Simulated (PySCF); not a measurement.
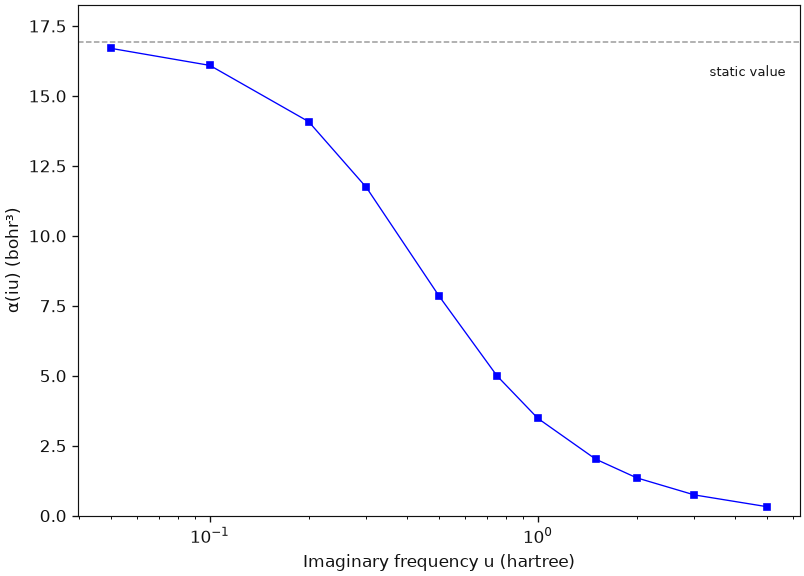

Dipole polarisability at imaginary frequency of an atom or ion with 49 electrons in the configuration [Kr] 4d¹⁰ 5s² 5p. Coupled response at the HF level; PySCF, aug-cc-pVTZ-PP plus 1 diffuse shell for each l with a 28-electron core potential, unrestricted single determinants, no spin-orbit coupling.

Question: Which species is it, and what does the curve give?

Answer: Sb III (Sb²⁺). The static dipole polarisability is 16.9 bohr³; α(iu) falls to half of it near u = 0.46 hartree. The Casimir–Polder integral gives C₆ = 102 hartree bohr⁶ for two such species.
